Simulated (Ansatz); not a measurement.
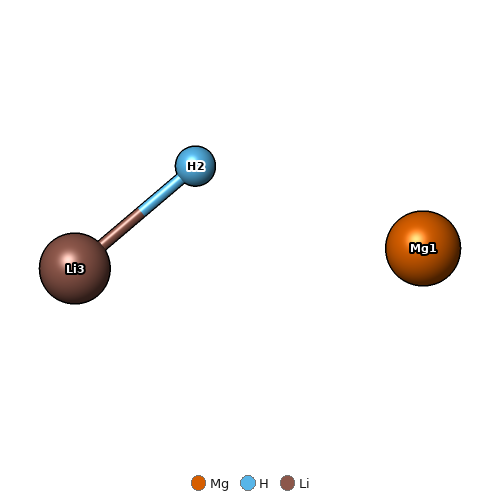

The system is Mg + HLi; the picture shows the reference structure. Coordinates scanned: (1) distance Mg1–H2; (2) distance H2–Li3. Nothing is relaxed (the angle Mg1–H2–Li3 is fixed at 120 degrees). Grid: 17 × 17 points. All energies are given in kJ/mol relative to the lowest grid point. The reference is spin-restricted, so regions where a bond is pulled apart into radicals lie too high. Method: RHF/aug-cc-pVTZ (Ansatz).

Its coordinates:

```xyz
3

Mg   -2.4620    0.0000    0.0000
H     0.0000    0.0000    0.0000
Li    0.8010    1.3874    0.0000
```

Range: distance Mg1–H2 from 1.376 to 3.376 Å; distance H2–Li3 from 1.272 to 3.272 Å.

Predict the map.

The lowest grid point is at distance Mg1–H2 = 2.462 Å, distance H2–Li3 = 1.602 Å. The highest grid point, distance Mg1–H2 = 1.376 Å, distance H2–Li3 = 3.272 Å, lies 292 kJ/mol above the lowest.

```csv
"distance H2–Li3 ↓, distance Mg1–H2 →",1.376,1.510,1.706,1.935,2.188,2.462,2.752,3.057,3.376
3.272,292,234,191,178,184,195,204,210,215
2.953,276,216,170,153,154,160,166,171,174
2.648,254,190,144,122,118,121,125,128,130
2.358,224,157,108,85,79,80,82,84,86
2.084,192,123,71,48,41,41,42,44,45
1.831,166,95,43,19,12,11,12,13,14
1.602,158,85,31,8,1,0,1,1,2
1.406,177,102,47,24,17,17,17,18,19
1.272,218,141,85,61,54,54,55,56,56
```

The table holds every second grid line.

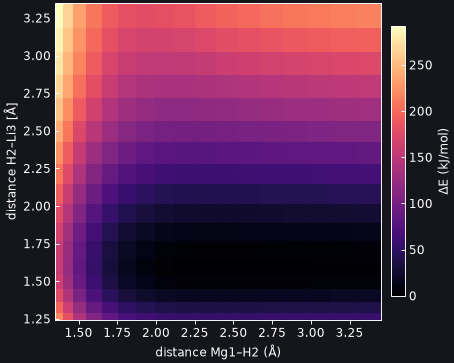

Drawn: one coloured cell a grid point.

Each point was launched as `ansatz run input.yaml --threads 1 --pin off --max-ram 2560MiB --backend cpu --events-out ev --progress --plain --runs-dir out`. The whole map (289 points run) took 4.3 min on 1 thread of Arm Neoverse V2 (shared host).
